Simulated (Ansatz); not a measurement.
**C2HF (fluoroacetylene): levels of theory compared**

We compute a comparison of 6 runs (HF/STO-3G, B3LYP/STO-3G, UB3LYP/STO-3G, UPBE/STO-3G, wB97M-V/STO-3G, UCCSD(T)/STO-3G) of C2HF (fluoroacetylene). 

The results are computed with Ansatz 0.2.0.

49 further runs of the same task are left out: 5 that didn't finish, 44 set aside as unsound or not needed.

## (1) The structure to begin with

The species is C2HF (4 atoms), meant as a singlet with charge 0. SMILES: `C#CF`. The H4–C1 distance was set to 1.594 Å, away from the relaxed value. At this shape a bond of the SMILES string is far longer than usual.

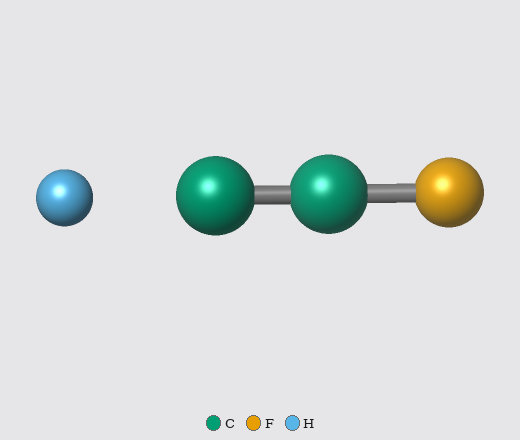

Viewed from a chosen angle; carbon teal, fluorine amber, hydrogen blue.

## (2) The energy at HF/STO-3G (run 1)

run.yaml

```yaml
crystal:
  periodic: [false, false, false]
  atoms:
    - symbol: C
      position_ang: [-0.065103, 0.081261, -0.052363]
    - symbol: C
      position_ang: [0.599197, -0.752689, 0.481667]
    - symbol: F
      position_ang: [1.306527, -1.640859, 1.050157]
    - symbol: H
      position_ang: [-0.952830, 1.196740, -0.765890]
basis:
  gaussian: {orbitals: STO-3G}
magnetization: {spin_polarized: false, initial_magnetization: 0}
hamiltonian: {xc: hf}
accuracy: high
```

Launch:

```
$ ansatz run run.yaml --threads 1 --pin off --max-ram 3480MiB --events-out events.jsonl --progress --plain --runs-dir runs
```

The log of the run:

```text
Warning: RAYON_NUM_THREADS=1 ignored (pool sized by the plan → 1); use --threads N
Functional definition: HF
  name "HF"
  exchange = exact_x
  correlation = 0
270 factors; integrals over basis functions are off by at most 4.2e-8 eV
mean field evaluation 1: about -4710.9577 eV, gradient 2.0e1 eV
mean field evaluation 2: about -4710.9892 eV, gradient 2.0e1 eV
mean field evaluation 4: about -4712.2970 eV, gradient 2.7e0 eV
mean field evaluation 8: about -4712.3274 eV, gradient 3.1e-2 eV
mean field -4712.32740981 eV, -173.1748381805 hartree, gradient 7.1e-9 eV, S^2 0.000000; 0 other end points of the search recorded, 0 dependent functions left out
reference -4712.32740981 eV, -173.1748381805 hartree; 11, 11 occupied and 5, 5 virtual orbitals, 270 factors
Total energy: -4712.32740981 eV, -173.1748381805 hartree
```

It took 0.1 s on 1 thread of Intel Xeon Platinum 8259CL at 2.50GHz (Skylake/Cascade Lake), shared host.

## (3) The energy at B3LYP/STO-3G (run 2)

in.yaml

```yaml
crystal:
  periodic: [false, false, false]
  atoms:
    - symbol: C
      position_ang: [-0.065103, 0.081261, -0.052363]
    - symbol: C
      position_ang: [0.599197, -0.752689, 0.481667]
    - symbol: F
      position_ang: [1.306527, -1.640859, 1.050157]
    - symbol: H
      position_ang: [-0.952830, 1.196740, -0.765890]
basis:
  gaussian:
    orbitals: STO-3G
hamiltonian:
  xc: {name: B3LYP}
accuracy: high
```

Launch:

```
$ ansatz run in.yaml --threads 1 --pin off --max-ram 3480MiB --events-out events.jsonl --progress --plain --runs-dir runs
```

The log of the run:

```text
Warning: RAYON_NUM_THREADS=1 ignored (pool sized by the plan → 1); use --threads N
Functional definition: B3LYP
  name "B3LYP"
  parameter a0 = 0.2
  parameter ax = 0.72
  parameter ac = 0.81
  exchange = (1 - a0 - ax)*slater_x + ax*b88_x + a0*exact_x
  correlation = (1 - ac)*vwn_rpa_c + ac*lyp_c
270 factors; integrals over basis functions are off by at most 4.2e-8 eV
mean field evaluation 1: about -4734.0439 eV, gradient 2.4e1 eV
mean field evaluation 2: about -4727.3463 eV, gradient 5.4e1 eV
mean field evaluation 4: about -4735.6246 eV, gradient 1.2e0 eV
mean field evaluation 8: about -4735.5384 eV, gradient 2.9e-3 eV
mean field evaluation 16: about -4735.5384 eV, gradient 6.4e-10 eV
mean field -4735.53841190 eV, -174.0278267741 hartree, gradient 8.2e-9 eV, S^2 0.000000; 0 other end points of the search recorded, 0 dependent functions left out
reference -4735.53843345 eV, -174.0278275661 hartree; 11, 11 occupied and 5, 5 virtual orbitals, 270 factors
Total energy: -4735.53843345 eV, -174.0278275661 hartree
```

Wall time 0.85 s (1 thread of Intel Xeon Platinum 8259CL at 2.50GHz (Skylake/Cascade Lake), shared host).

Runs 3 to 4 aren't shown in full; the table further down has their settings and results.

## (4) The energy at wB97M-V/STO-3G (run 5)

Changes to in.yaml since step 3:

```diff
@@ -15,3 +15,3 @@
 hamiltonian:
-  xc: {name: B3LYP}
+  xc: {name: wB97M-V}
 accuracy: high
```

Launch:

```
$ ansatz run in.yaml --threads 1 --pin off --max-ram 3480MiB --events-out events.jsonl --progress --plain --runs-dir runs
```

The log of the run, shortened:

```text
Warning: RAYON_NUM_THREADS=1 ignored (pool sized by the plan → 1); use --threads N
Functional definition: wB97M-V
  name "wB97M-V"
[...]
  gx(w, u) = 1 - cx + cx01*u + cx10*w
  gss(w, u) = css00 + css04*u^4 + css10*w + css20*w^2 + css43*w^4*u^3
  gos(w, u) = cos00 + cos10*w + (cos20 + cos21*u)*w^2 + (cos60 + cos61*u)*w^6
[...]
      + integral(e_c_pw_mod_opposite_spin*gos(b97_w_opposite, b97_u_opposite)) + vv10(b, c)
270 factors; integrals over basis functions are off by at most 4.2e-8 eV
121 factors; integrals over basis functions are off by at most 5.5e-10 eV
[...]
mean field -4735.75186553 eV, -174.0356710504 hartree, gradient 3.9e-8 eV, S^2 0.000000; 0 other end points of the search recorded, 0 dependent functions left out
reference -4735.75186722 eV, -174.0356711125 hartree; 11, 11 occupied and 5, 5 virtual orbitals, 270 factors
Total energy: -4735.75186722 eV, -174.0356711125 hartree
```

It took 11 s on 1 thread of Intel Xeon Platinum 8259CL at 2.50GHz (Skylake/Cascade Lake), shared host; peak memory 0.23 GiB.

## (5) A single-point energy at UCCSD(T)/STO-3G (run 6)

in.yaml

```yaml
crystal:
  periodic: [false, false, false]
  atoms:
    - {symbol: C, position_ang: [-0.065103, 0.081261, -0.052363]}
    - {symbol: C, position_ang: [0.599197, -0.752689, 0.481667]}
    - {symbol: F, position_ang: [1.306527, -1.640859, 1.050157]}
    - {symbol: H, position_ang: [-0.952830, 1.196740, -0.765890]}
basis:
  gaussian: {orbitals: STO-3G}
magnetization: {spin_polarized: true}
correlation: {method: ccsd_t, frozen_orbitals: {C: 1, F: 1, H: 0}}
accuracy: high
scf: {omitted_lower_state_checks: [cluster_reference, increment]}
```

Launch:

```
$ ansatz run in.yaml --threads 1 --pin off --max-ram 3480MiB --events-out events.jsonl --progress --plain --runs-dir runs
```

The log of the run, shortened:

```text
Warning: RAYON_NUM_THREADS=1 ignored (pool sized by the plan → 1); use --threads N
[... 2 set-up lines as earlier in the session ...]
[...]
270 factors; integrals over basis functions are off by at most 4.2e-8 eV
[...]
mean field -4712.44459505 eV, -173.1791446583 hartree, gradient 2.1e-8 eV, S^2 0.449501; 1 other end points of the search recorded, 0 dependent functions left out
3 core orbitals not correlated: weight in the atoms' cores, before any rotation towards them, 1.000 or more for the frozen orbitals, at most 0.000 for the correlated occupied ones
reference -4712.44459505 eV, -173.1791446583 hartree; 8, 8 occupied and 5, 5 virtual orbitals, 270 factors
second order -3.92930273 eV of doubles, -0.00000000 eV of singles
cycle   1  -4.36030497 eV  change   -4.3e-1 eV  update   1.1e-1
[...]
cycle  25  -5.60794242 eV  change    1.4e-9 eV  update  4.0e-10
perturbative correction -0.12856773 eV, -0.0047247769 hartree
Total energy: -4718.18110519 eV, -173.3899575178 hartree
Checks for a lower state left out: cluster_reference, increment
```

Run time: 0.34 s. Hardware: 1 thread of Intel Xeon Platinum 8259CL at 2.50GHz (Skylake/Cascade Lake), shared host.

## (6) Overview of the runs

```
run            level  frozen core orbitals  energy (Eh)  wall time
  1        HF/STO-3G                     –  -173.174838      0.1 s
  2     B3LYP/STO-3G                     –  -174.027828     0.85 s
  3    UB3LYP/STO-3G                     –  -174.027828      1.7 s
  4      UPBE/STO-3G                     –  -173.853021      1.8 s
  5   wB97M-V/STO-3G                     –  -174.035671       11 s
  6  UCCSD(T)/STO-3G                     3  -173.389958     0.34 s
```

## (7) Summary of results

```
                                          quantity          value
                               run 6: total energy  -173.38996 Eh
run 6: correlation energy (3 core orbitals frozen)     -210.8 mEh
                             run 6: (T) correction      -4.72 mEh
          run 6: ⟨S²⟩ of the reference determinant          0.450
                              run 6: T1 diagnostic          0.061
```

In words: Totals of different functionals can't be ranked against each other. In runs 1, 2, 3, 4, 5, 6 the basis is minimal, so the values are rough. Spin contamination of the reference: run 6 ⟨S²⟩ = 0.45. All runs together took 15 s, the longest 11 s.
